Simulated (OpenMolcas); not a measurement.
# How basis sets differ on BF (SMILES [B]F)

The species is BF (2 atoms), meant as a singlet with charge 0. SMILES: `[B]F`. The coordinates come from a GFN2-xTB relaxation.

```xyz
2

B     0.0000    0.0000    0.0000
F     0.0000    0.0000    1.2444
```

Quantity: the HOMO–LUMO gap, in eV. The values are calculated.

```
                           level          kind     program  value (eV)
                     HF/ANO-S-MB  Hartree–Fock  OpenMolcas       13.96
                       HF/STO-3G  Hartree–Fock  OpenMolcas       16.64
                        HF/3-21G  Hartree–Fock  OpenMolcas       14.16
HF/6-31G** (spherical functions)  Hartree–Fock  OpenMolcas       14.32
                     HF/def2-SVP  Hartree–Fock  OpenMolcas       13.67
                   HF/def2-TZVPD  Hartree–Fock  OpenMolcas       12.53
```

The values span 12.53 to 16.64 eV. A Hartree–Fock LUMO above zero doesn't converge with the basis: it sinks as sets grow more diffuse. Orbital gaps aren't excitation energies.

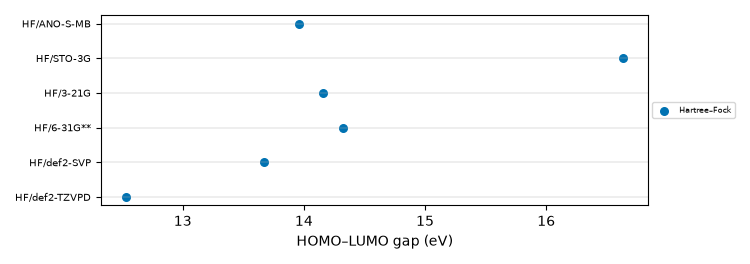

The values of the table, level by level.
